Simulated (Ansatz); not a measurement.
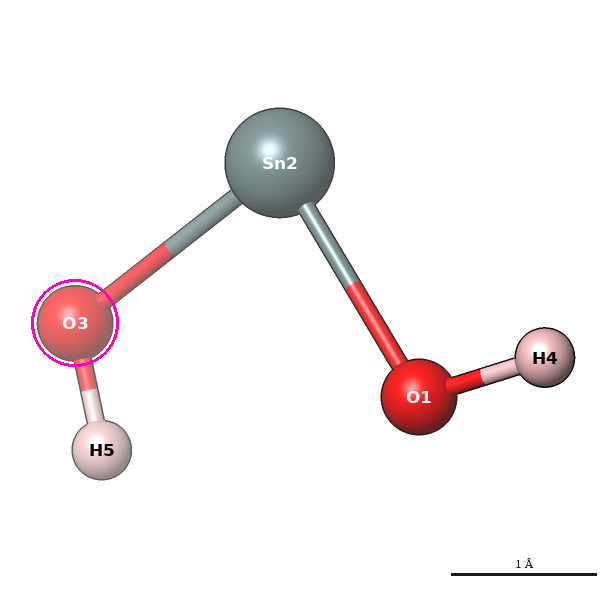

The picture comes from a calculation with Ansatz.

Orthographic view. Distant atoms are faded towards the background colour. Geometry: atoms displaced at random (about 0.09 Å) from a stationary point of PBE0-D4.

### Which atoms are bonded to the circled atom?

The circled atom is O3; it is bonded to Sn2, H5.

### Which atom is nearest the viewer?

H4, 1.1 Å in front of the mean position.

### What is the shortest path along bonds from the circled atom to H4?

O3–Sn2–O1–H4, 3 bonds; through space the two are 3.77 Å apart.
